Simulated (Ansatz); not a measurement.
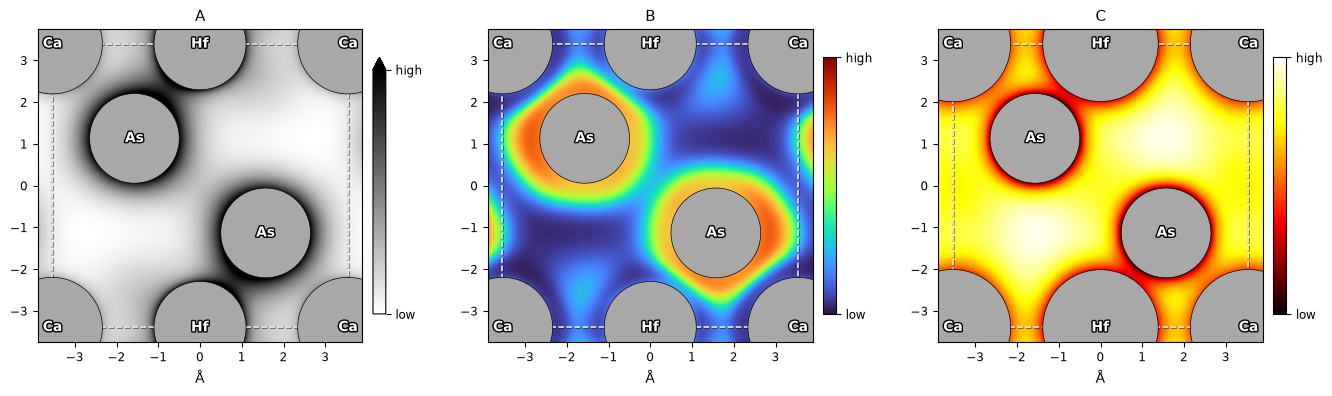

CaHfAs₂: 3 fields on the (110) plane of the conventional cell, with unlabelled colour scales. Grey discs cover the atomic cores.

Space group P-3m1; a structure generated by program, which may or may not match a known phase; computed pressure about −5 GPa in this cell.

These are results of DFT LDA, scalar-relativistic, plane waves, PAW (Ansatz), not measurements.

### Match the panels to the quantities (electron localisation function, electrostatic potential energy of an electron and valence pseudo-density).

Panel A: valence pseudo-density. Panel B: electron localisation function. Panel C: electrostatic potential energy of an electron (low next to the atoms, rising into the space between them). From the grid: Hf–As (2.76 Å): the density is about 0.35 e/Å³ at the midpoint; the ELF is about 0.45 at the midpoint. Ca–As (3.00 Å): ρ is about 0.17 e/Å³ halfway, with its minimum of 0.15 e/Å³ about 1.3 Å from Ca; the ELF peaks at about 0.75 in the valence shell of As, 1.2 Å from its nucleus, and is about 0.35 at the midpoint.
